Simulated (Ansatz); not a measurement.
**Si2H6: geometry relaxation**

System: Si2H6.
Method: RKS PBE0-D4/def2-TZVP (Ansatz 0.2.0).

Figures and captions count atoms from 1; the log counts them from 0 in places.

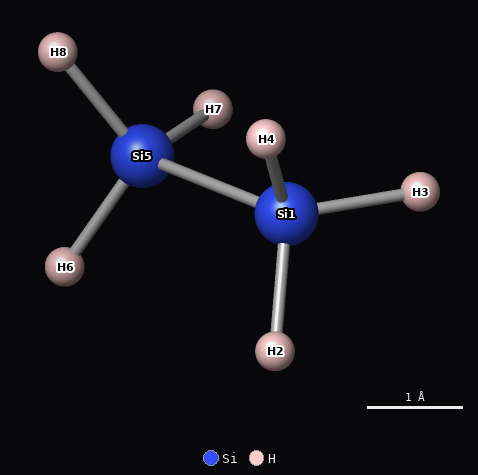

**Figure 1.** The structure as given in the input (ball-and-stick view, seen at a tilt; atoms are numbered from 1 in the order of the input).

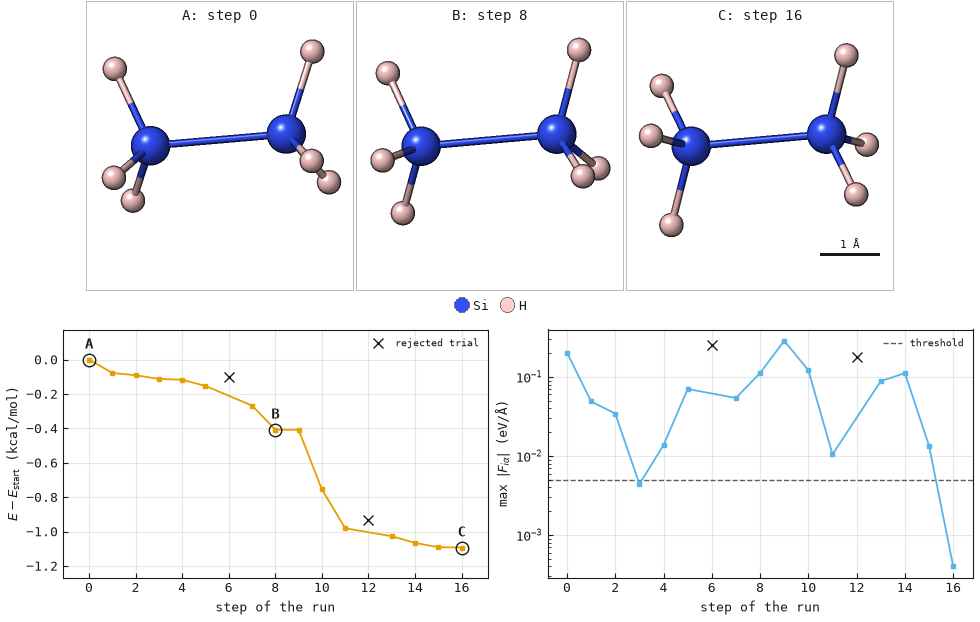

**Figure 2.** Frames of the relaxation (ball-and-stick view, seen at a tilt) above the curves, on which the letters mark them (the first geometry is step 0 here and step 1 in the log).

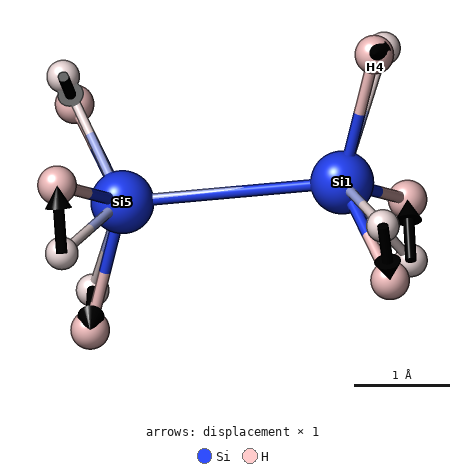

**Figure 3.** Start (faint) and end (solid) with the displacements as black arrows, at true length (ball-and-stick view, seen at a tilt). The two geometries are laid on each other by the best rigid fit. After 16 geometry steps the energy has fallen by 1.09 kcal/mol. Largest force component: 0.2 eV/Å at the start, 0.0004 eV/Å at the end. The line search rejected the trial steps at points 6, 12 (counted from 0) and went back. The largest moves after the best rigid fit, 0.72 Å, are those of H4 and H6. By element the largest moves are H 0.72 Å, Si 0.02 Å. Distances before and after: Si1–Si5 2.343 → 2.338 Å. (Atoms are counted from 1 in the order of the input.)

The input that produced these results follows, with the program's output.

### Input file
```yaml
crystal:
  periodic: [false, false, false]
  atoms:
    - {symbol: Si, position_ang: [-0.211947, 0.200084, -1.338161]}
    - {symbol: H, position_ang: [1.157857, 0.765178, -1.484392]}
    - {symbol: H, position_ang: [-0.604005, -0.355994, -2.664272]}
    - {symbol: H, position_ang: [-1.147482, 1.318000, -1.034916]}
    - {symbol: Si, position_ang: [-0.280852, -1.446303, 0.327393]}
    - {symbol: H, position_ang: [1.057492, -1.630482, 0.944827]}
    - {symbol: H, position_ang: [-0.689343, -2.749961, -0.270310]}
    - {symbol: H, position_ang: [-1.273088, -1.096955, 1.376024]}
basis:
  gaussian: {orbitals: def2-TZVP}
hamiltonian: {xc: pbe0, dispersion: d4}
relax: {f_tol: 0.005, max_steps: 200}
```

Command:
```bash
ansatz run in.yaml --threads 4 --pin off --events-out ev --progress --plain --max-ram 9574MiB
```

### Log
```
Functional definition: PBE0
  name "PBE0"
  cite "Adamo & Barone, J. Chem. Phys. 110, 6158 (1999) doi:10.1063/1.478522"
  cite "Perdew, Burke & Ernzerhof, Phys. Rev. Lett. 77, 3865 (1996) doi:10.1103/PhysRevLett.77.3865"
  parent pbe
  parameter a = 0.25
  parameter kappa = 0.804
  parameter beta = 0.06672455060314922
  exchange = (1 - a)*pbe_x(kappa = kappa, mu = beta*pi^2/3) + a*exact_x
  correlation = pbe_c(beta = beta)
800 factors; their error is unknown
mean field evaluation 1: about -15845.6983 eV, gradient 1.1e1 eV
mean field evaluation 2: about -15846.0577 eV, gradient 4.5e0 eV
mean field evaluation 4: about -15846.1174 eV, gradient 1.9e-1 eV
mean field evaluation 8: about -15846.1835 eV, gradient 1.5e-2 eV
mean field -15846.18349827 eV, -582.3365026324 hartree, gradient 7.8e-5 eV, S^2 0.000000; 0 other end points of the search recorded, 0 dependent functions left out
the calculation of the forces begins
reference -15846.18353188 eV, -582.3365038678 hartree; 17, 17 occupied and 93, 93 virtual orbitals, 800 factors
relax step   1: F+E_penalty+E_count = -15846.29266436 eV  Δ(F+E_penalty+E_count) = +0.000e0 eV  max|allowed force component| = 2.033e-1 eV/Å  Δτ_max = 0.0000 Å  (20 SCF iters, accepted)
these checks for a lower state are left out or cut short: starts, cluster_reference, orbital_swaps, neighbouring_geometries, increment
800 factors; their error is unknown
mean field evaluation 16: about -15846.1867 eV, gradient 1.0e-1 eV
mean field -15846.18672649 eV, -582.3366212672 hartree, gradient 6.0e-5 eV, S^2 0.000000; 0 other end points of the search recorded, 0 dependent functions left out
[... from here on the field's lines of each further geometry are left out, up to the last ...]
relax step   2: F+E_penalty+E_count = -15846.29603164 eV  Δ(F+E_penalty+E_count) = -3.367e-3 eV  max|allowed force component| = 4.896e-2 eV/Å  Δτ_max = 0.0259 Å  (22 SCF iters, accepted)
relax step   3: F+E_penalty+E_count = -15846.29661449 eV  Δ(F+E_penalty+E_count) = -5.828e-4 eV  max|allowed force component| = 3.441e-2 eV/Å  Δτ_max = 0.0259 Å  (22 SCF iters, accepted)
relax step   4: F+E_penalty+E_count = -15846.29754269 eV  Δ(F+E_penalty+E_count) = -9.282e-4 eV  max|allowed force component| = 4.413e-3 eV/Å  Δτ_max = 0.0439 Å  (21 SCF iters, accepted)
relax step   5: F+E_penalty+E_count = -15846.29775894 eV  Δ(F+E_penalty+E_count) = -2.162e-4 eV  max|allowed force component| = 1.370e-2 eV/Å  Δτ_max = 0.0108 Å  (22 SCF iters, accepted)
relax step   6: F+E_penalty+E_count = -15846.29930379 eV  Δ(F+E_penalty+E_count) = -1.545e-3 eV  max|allowed force component| = 7.036e-2 eV/Å  Δτ_max = 0.0820 Å  (20 SCF iters, accepted)
relax step   7: F+E_penalty+E_count = -15846.29708838 eV  Δ(F+E_penalty+E_count) = +2.215e-3 eV  max|allowed force component| = 2.537e-1 eV/Å  Δτ_max = 0.1274 Å  (23 SCF iters, rejected (line search))
relax step   8: F+E_penalty+E_count = -15846.30426066 eV  Δ(F+E_penalty+E_count) = -4.957e-3 eV  max|allowed force component| = 5.418e-2 eV/Å  Δτ_max = 0.0637 Å  (20 SCF iters, accepted)
relax step   9: F+E_penalty+E_count = -15846.31033471 eV  Δ(F+E_penalty+E_count) = -6.074e-3 eV  max|allowed force component| = 1.121e-1 eV/Å  Δτ_max = 0.0970 Å  (22 SCF iters, accepted)
relax step  10: F+E_penalty+E_count = -15846.31038156 eV  Δ(F+E_penalty+E_count) = -4.685e-5 eV  max|allowed force component| = 2.867e-1 eV/Å  Δτ_max = 0.1463 Å  (23 SCF iters, accepted)
relax step  11: F+E_penalty+E_count = -15846.32540971 eV  Δ(F+E_penalty+E_count) = -1.503e-2 eV  max|allowed force component| = 1.215e-1 eV/Å  Δτ_max = 0.0385 Å  (21 SCF iters, accepted)
relax step  12: F+E_penalty+E_count = -15846.33521580 eV  Δ(F+E_penalty+E_count) = -9.806e-3 eV  max|allowed force component| = 1.047e-2 eV/Å  Δτ_max = 0.1001 Å  (20 SCF iters, accepted)
relax step  13: F+E_penalty+E_count = -15846.33317705 eV  Δ(F+E_penalty+E_count) = +2.039e-3 eV  max|allowed force component| = 1.784e-1 eV/Å  Δτ_max = 0.1811 Å  (23 SCF iters, rejected (line search))
relax step  14: F+E_penalty+E_count = -15846.33721328 eV  Δ(F+E_penalty+E_count) = -1.997e-3 eV  max|allowed force component| = 8.843e-2 eV/Å  Δτ_max = 0.0852 Å  (20 SCF iters, accepted)
relax step  15: F+E_penalty+E_count = -15846.33890484 eV  Δ(F+E_penalty+E_count) = -1.692e-3 eV  max|allowed force component| = 1.117e-1 eV/Å  Δτ_max = 0.0974 Å  (22 SCF iters, accepted)
relax step  16: F+E_penalty+E_count = -15846.33998660 eV  Δ(F+E_penalty+E_count) = -1.082e-3 eV  max|allowed force component| = 1.346e-2 eV/Å  Δτ_max = 0.0232 Å  (21 SCF iters, accepted)
the calculation of the forces begins
reference -15846.23064464 eV, -582.3382352297 hartree; 17, 17 occupied and 93, 93 virtual orbitals, 800 factors
relax step  17: F+E_penalty+E_count = -15846.34006123 eV  Δ(F+E_penalty+E_count) = -7.463e-5 eV  max|allowed force component| = 4.022e-4 eV/Å  Δτ_max = 0.0046 Å  (19 SCF iters, accepted)
800 factors; their error is unknown
mean field -15846.23061117 eV, -582.3382339997 hartree, gradient 1.2e-5 eV, S^2 0.000000; 1 other end points of the search recorded, 0 dependent functions left out
the calculation of the forces begins
reference -15846.23064464 eV, -582.3382352297 hartree; 17, 17 occupied and 93, 93 virtual orbitals, 800 factors
Total energy: -15846.34009470 eV, -582.3422574450 hartree
Atom 0 at    -0.212352     0.199866    -1.346327 Å, force    -0.000203     0.000233     0.000069 eV/Å
Atom 1 at     1.139469     0.250381    -1.965187 Å, force    -0.000027    -0.000156     0.000014 eV/Å
Atom 2 at    -1.211587    -0.092854    -2.408798 Å, force     0.000231     0.000166    -0.000139 eV/Å
Atom 3 at    -0.517561     1.532674    -0.760258 Å, force     0.000167     0.000030    -0.000259 eV/Å
Atom 4 at    -0.285113    -1.449051     0.310270 Å, force    -0.000212    -0.000402     0.000355 eV/Å
Atom 5 at     0.714143    -1.157094     1.372941 Å, force    -0.000197     0.000084    -0.000304 eV/Å
Atom 6 at     0.018765    -2.782384    -0.275313 Å, force     0.000034     0.000398    -0.000038 eV/Å
Atom 7 at    -1.637133    -1.497972     0.928865 Å, force     0.000207    -0.000353     0.000303 eV/Å
Dipole moment:     0.000163    -0.000017    -0.000063 e Å
```

### Trajectory as extended XYZ (Å, eV, eV/Å), 17 frames, from step=1 to step=17
```
8
Properties=species:S:1:pos:R:3:forces:R:3 step=1 energy=-15846.29266
Si   -0.2119    0.2001   -1.3382   -0.0036   0.1463  -0.2033
H     1.1579    0.7652   -1.4844   -0.0100  -0.0164   0.0551
H    -0.6040   -0.3560   -2.6643    0.0016  -0.0472   0.0683
H    -1.1475    1.3180   -1.0349    0.0210  -0.0230   0.0508
Si   -0.2809   -1.4463    0.3274   -0.0563  -0.1847  -0.0810
H     1.0575   -1.6305    0.9448    0.0130   0.0381   0.0476
H    -0.6893   -2.7500   -0.2703    0.0147   0.0522   0.0169
H    -1.2731   -1.0970    1.3760    0.0195   0.0347   0.0456
8
Properties=species:S:1:pos:R:3:forces:R:3 step=2 energy=-15846.29603
Si   -0.2118    0.2081   -1.3480   -0.0085  -0.0251  -0.0119
H     1.1633    0.7648   -1.4689   -0.0226  -0.0055  -0.0113
H    -0.6088   -0.3803   -2.6570    0.0128   0.0490   0.0097
H    -1.1458    1.3187   -1.0174    0.0132  -0.0134  -0.0174
Si   -0.2850   -1.4520    0.3120    0.0001  -0.0065   0.0016
H     1.0510   -1.6140    0.9438    0.0097  -0.0119   0.0045
H    -0.6922   -2.7560   -0.2795    0.0085   0.0200   0.0169
H    -1.2620   -1.0857    1.3711   -0.0131  -0.0067   0.0079
8
Properties=species:S:1:pos:R:3:forces:R:3 step=3 energy=-15846.29661
Si   -0.2129    0.2063   -1.3519   -0.0012  -0.0338   0.0344
H     1.1632    0.7549   -1.4821    0.0036  -0.0023   0.0006
H    -0.6202   -0.3588   -2.6658   -0.0025  -0.0022  -0.0015
H    -1.1343    1.3238   -1.0146   -0.0015   0.0010   0.0038
Si   -0.2848   -1.4550    0.3162    0.0014   0.0336  -0.0336
H     1.0484   -1.6083    0.9571    0.0030   0.0032   0.0002
H    -0.6776   -2.7639   -0.2704    0.0006  -0.0022  -0.0034
H    -1.2732   -1.0956    1.3677   -0.0034   0.0026  -0.0006
8
Properties=species:S:1:pos:R:3:forces:R:3 step=4 energy=-15846.29754
Si   -0.2131    0.2044   -1.3503    0.0003  -0.0002   0.0001
H     1.1721    0.7222   -1.5099    0.0002  -0.0039  -0.0025
H    -0.6617   -0.3493   -2.6558   -0.0040   0.0009   0.0018
H    -1.1019    1.3415   -0.9910    0.0035   0.0012   0.0025
Si   -0.2848   -1.4535    0.3144   -0.0003   0.0002  -0.0004
H     1.0374   -1.5758    0.9845   -0.0012   0.0035   0.0025
H    -0.6353   -2.7716   -0.2788    0.0044   0.0000  -0.0009
H    -1.3041   -1.1144    1.3431   -0.0028  -0.0018  -0.0030
8
Properties=species:S:1:pos:R:3:forces:R:3 step=5 energy=-15846.29776
Si   -0.2133    0.2039   -1.3513    0.0011  -0.0047   0.0130
H     1.1734    0.7152   -1.5166    0.0048  -0.0033  -0.0011
H    -0.6702   -0.3425   -2.6567   -0.0075  -0.0089   0.0002
H    -1.0947    1.3451   -0.9868    0.0024   0.0035   0.0060
Si   -0.2848   -1.4545    0.3151    0.0002   0.0137  -0.0084
H     1.0354   -1.5696    0.9911   -0.0064   0.0061   0.0012
H    -0.6260   -2.7751   -0.2773    0.0035  -0.0040  -0.0046
H    -1.3111   -1.1190    1.3385    0.0018  -0.0023  -0.0063
8
Properties=species:S:1:pos:R:3:forces:R:3 step=6 energy=-15846.29930
Si   -0.2147    0.2016   -1.3569    0.0003  -0.0105   0.0604
H     1.1850    0.6592   -1.5710   -0.0049  -0.0119   0.0062
H    -0.7404   -0.3002   -2.6549   -0.0126  -0.0403   0.0276
H    -1.0350    1.3759   -0.9511    0.0235  -0.0159   0.0110
Si   -0.2855   -1.4599    0.3189    0.0008   0.0665  -0.0267
H     1.0165   -1.5172    1.0440   -0.0704   0.0192  -0.0240
H    -0.5503   -2.7989   -0.2728    0.0081   0.0090  -0.0070
H    -1.3670   -1.1570    1.3001    0.0551  -0.0161  -0.0474
8
Properties=species:S:1:pos:R:3:forces:R:3 step=7 energy=-15846.29709 accepted=F
Si   -0.2156    0.1996   -1.3623   -0.0107   0.0697   0.0212
H     1.2039    0.5696   -1.6590   -0.1478  -0.0489   0.0345
H    -0.8545   -0.2455   -2.6410    0.0536  -0.0144   0.1838
H    -0.9374    1.4277   -0.8946    0.1196  -0.1604  -0.0409
Si   -0.2868   -1.4648    0.3226   -0.0086   0.0357   0.0350
H     0.9822   -1.4323    1.1280   -0.2537   0.0170  -0.1287
H    -0.4283   -2.8298   -0.2745    0.0231   0.1556   0.0578
H    -1.4548   -1.2209    1.2370    0.2246  -0.0543  -0.1627
8
Properties=species:S:1:pos:R:3:forces:R:3 step=8 energy=-15846.30426
Si   -0.2107    0.2049   -1.3486   -0.0186   0.0022  -0.0355
H     1.1944    0.6226   -1.6111   -0.0275  -0.0246   0.0093
H    -0.7938   -0.3044   -2.6205   -0.0003   0.0128   0.0233
H    -0.9873    1.4033   -0.9248    0.0311  -0.0299   0.0058
Si   -0.2878   -1.4574    0.3115    0.0195   0.0076   0.0431
H     0.9929   -1.4738    1.0737   -0.0542   0.0013  -0.0067
H    -0.4962   -2.8058   -0.2862    0.0158   0.0486  -0.0030
H    -1.4029   -1.1858    1.2622    0.0340  -0.0179  -0.0362
8
Properties=species:S:1:pos:R:3:forces:R:3 step=9 energy=-15846.31034
Si   -0.2119    0.2024   -1.3486    0.0027   0.0751  -0.0799
H     1.2045    0.5493   -1.6724   -0.1121  -0.0265   0.0055
H    -0.8810   -0.2868   -2.5915    0.0425   0.0557   0.0971
H    -0.9134    1.4351   -0.8811    0.0688  -0.0749  -0.0422
Si   -0.2848   -1.4489    0.3117   -0.0008  -0.1025   0.0815
H     0.9566   -1.4142    1.1411   -0.0911   0.0031  -0.0529
H    -0.4037   -2.8009   -0.3131    0.0235   0.1005   0.0629
H    -1.4576   -1.2325    1.2101    0.0666  -0.0306  -0.0720
8
Properties=species:S:1:pos:R:3:forces:R:3 step=10 energy=-15846.31038
Si   -0.2107    0.2027   -1.3421    0.0069   0.2050  -0.2730
H     1.2081    0.4564   -1.7743   -0.2807  -0.0679   0.0800
H    -1.0040   -0.2361   -2.5430    0.1442   0.1072   0.2319
H    -0.7893    1.4941   -0.8327    0.1183  -0.2515  -0.0795
Si   -0.2867   -1.4524    0.3088    0.0071  -0.2129   0.2247
H     0.8986   -1.3207    1.2241   -0.2313  -0.0284  -0.1475
H    -0.2652   -2.8247   -0.3090    0.0115   0.2867   0.1154
H    -1.5421   -1.3156    1.1243    0.2240  -0.0382  -0.1519
8
Properties=species:S:1:pos:R:3:forces:R:3 step=11 energy=-15846.32541
Si   -0.2124    0.2000   -1.3501    0.0087   0.0972  -0.0766
H     1.1959    0.4277   -1.7962   -0.1215  -0.0267   0.0309
H    -1.0250   -0.2111   -2.5354    0.0569   0.0310   0.1154
H    -0.7606    1.4853   -0.8210    0.0605  -0.0904  -0.0462
Si   -0.2848   -1.4474    0.3127   -0.0014  -0.1208   0.0784
H     0.8727   -1.3084    1.2477   -0.0952   0.0111  -0.0806
H    -0.2314   -2.8064   -0.3073    0.0071   0.1101   0.0568
H    -1.5460   -1.3361    1.1057    0.0849  -0.0115  -0.0781
8
Properties=species:S:1:pos:R:3:forces:R:3 step=12 energy=-15846.33522
Si   -0.2118    0.2008   -1.3469   -0.0024  -0.0034   0.0007
H     1.1759    0.3597   -1.8586   -0.0025  -0.0089  -0.0050
H    -1.0977   -0.1704   -2.4830   -0.0060   0.0050   0.0054
H    -0.6672    1.5057   -0.7965    0.0094   0.0007   0.0037
Si   -0.2852   -1.4500    0.3108    0.0004   0.0039  -0.0003
H     0.8144   -1.2464    1.2919   -0.0061   0.0062   0.0041
H    -0.1362   -2.7997   -0.2965    0.0105   0.0016  -0.0010
H    -1.5836   -1.3961    1.0350   -0.0032  -0.0051  -0.0076
8
Properties=species:S:1:pos:R:3:forces:R:3 step=13 energy=-15846.33318 accepted=F
Si   -0.2133    0.1975   -1.3486    0.0116   0.1263  -0.0856
H     1.1452    0.2288   -1.9800   -0.1784   0.0181   0.0709
H    -1.2331   -0.0881   -2.4083    0.1321   0.0456   0.1311
H    -0.5027    1.5364   -0.7417    0.0416  -0.1492  -0.1130
Si   -0.2845   -1.4449    0.3111   -0.0167  -0.1369   0.1018
H     0.7081   -1.1414    1.3913   -0.1213  -0.0435  -0.1373
H     0.0415   -2.7792   -0.2867   -0.0447   0.1452   0.1025
H    -1.6526   -1.5057    0.9190    0.1757  -0.0056  -0.0704
8
Properties=species:S:1:pos:R:3:forces:R:3 step=14 energy=-15846.33721
Si   -0.2176    0.1928   -1.3449    0.0450   0.0884  -0.0256
H     1.1578    0.2882   -1.9013    0.0084   0.0139  -0.0289
H    -1.1592   -0.1331   -2.4476   -0.0193  -0.0089  -0.0074
H    -0.5921    1.5108   -0.7676   -0.0003   0.0275  -0.0141
Si   -0.2823   -1.4419    0.3095   -0.0396  -0.0882   0.0212
H     0.7673   -1.1945    1.3323    0.0112   0.0113   0.0139
H    -0.0536   -2.7792   -0.2989    0.0079  -0.0266   0.0197
H    -1.6117   -1.4396    0.9747   -0.0132  -0.0175   0.0213
8
Properties=species:S:1:pos:R:3:forces:R:3 step=15 energy=-15846.33891
Si   -0.2102    0.1997   -1.3435   -0.0114   0.0897  -0.1026
H     1.1379    0.2439   -1.9783   -0.0445  -0.0176   0.0356
H    -1.2214   -0.0859   -2.3997    0.0260   0.0102   0.0223
H    -0.5000    1.5404   -0.7604    0.0053  -0.0534  -0.0060
Si   -0.2889   -1.4473    0.3063    0.0173  -0.1065   0.1117
H     0.7025   -1.1457    1.3768   -0.0228  -0.0081  -0.0261
H     0.0318   -2.7843   -0.2701   -0.0082   0.0591   0.0023
H    -1.6431   -1.5174    0.9251    0.0384   0.0266  -0.0373
8
Properties=species:S:1:pos:R:3:forces:R:3 step=16 energy=-15846.33999
Si   -0.2126    0.1999   -1.3449    0.0048   0.0030  -0.0135
H     1.1398    0.2494   -1.9634   -0.0066   0.0040  -0.0008
H    -1.2123   -0.0942   -2.4069    0.0042   0.0030   0.0004
H    -0.5186    1.5336   -0.7601    0.0030  -0.0092  -0.0003
Si   -0.2844   -1.4500    0.3095   -0.0062   0.0025   0.0092
H     0.7156   -1.1562    1.3716   -0.0081  -0.0058  -0.0014
H     0.0194   -2.7843   -0.2754   -0.0041   0.0109   0.0040
H    -1.6382   -1.4947    0.9259    0.0130  -0.0083   0.0024
8
Properties=species:S:1:pos:R:3:forces:R:3 step=17 energy=-15846.34006
Si   -0.2124    0.1999   -1.3463   -0.0002   0.0002   0.0001
H     1.1395    0.2504   -1.9652    0.0000  -0.0002   0.0000
H    -1.2116   -0.0929   -2.4088    0.0002   0.0002  -0.0001
H    -0.5176    1.5327   -0.7603    0.0002   0.0000  -0.0003
Si   -0.2851   -1.4491    0.3103   -0.0002  -0.0004   0.0004
H     0.7141   -1.1571    1.3729   -0.0002   0.0001  -0.0003
H     0.0188   -2.7824   -0.2753    0.0000   0.0004   0.0000
H    -1.6371   -1.4980    0.9289    0.0002  -0.0004   0.0003
```

### Summary

- outcome: converged
- total energy: −15846.3401 eV
- mean-field energy: −15846.2306 eV
- dispersion energy: −0.1095 eV
- SCF solution under orbital rotations: stable
- largest force (length of the vector) at the end: 0.001 eV/Å
- dipole moment: 0.00 D
- hardware: 4 threads of Intel Xeon @ 2.50GHz, 180 GiB of memory available, shared host
- wall time: 26 s (CPU time 81 s)
- peak memory: 0.45 GiB
